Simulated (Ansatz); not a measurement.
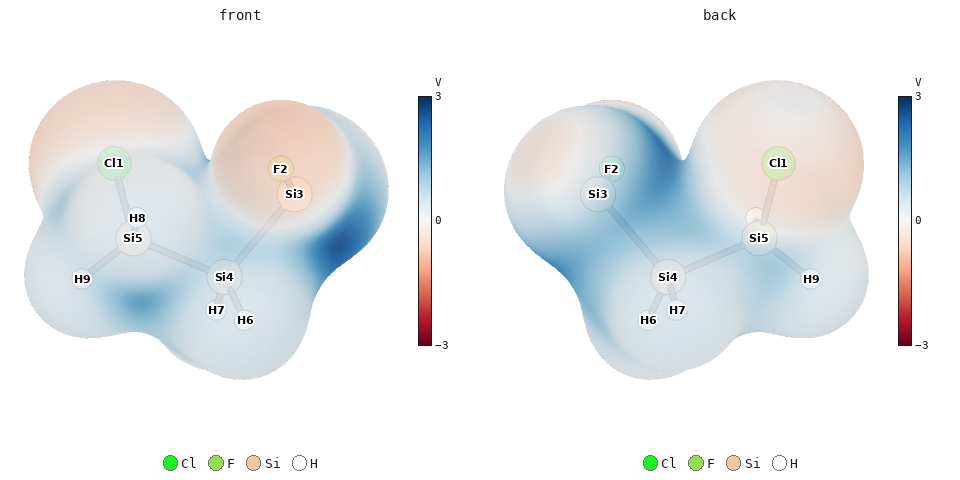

Figure 1: ClFH4Si3 (SMILES F[Si][SiH2][SiH2]Cl). The electrostatic potential painted on the density surface at 0.002 e/bohr³, seen from the front and from behind; the colour scale runs from red (negative) to blue (positive).

Geometry: B3LYP/6-31G*.

Method: Ansatz, isolated molecule in a Gaussian basis; Kohn-Sham density functional theory, functional PBE0.

```xyz
9

Cl    3.1446   -1.0861    0.4549
F    -0.7416   -0.3388    1.7374
Si   -0.8983   -1.7908    1.0023
Si   -0.0690   -1.0074   -1.1700
Si    1.9571    0.1209   -0.7964
H    -1.0213   -0.0189   -1.7683
H     0.1367   -2.1013   -2.1651
H     1.7372    1.3995   -0.0740
H     2.7644    0.3935   -2.0147
```

### Where is the surface potential most negative and most positive?

The most negative region (about −0.7 V) lies over F2, the most positive (about +2.4 V) over Si3.

### How polar is the molecule by this calculation?

Its dipole moment is 1.83 D.
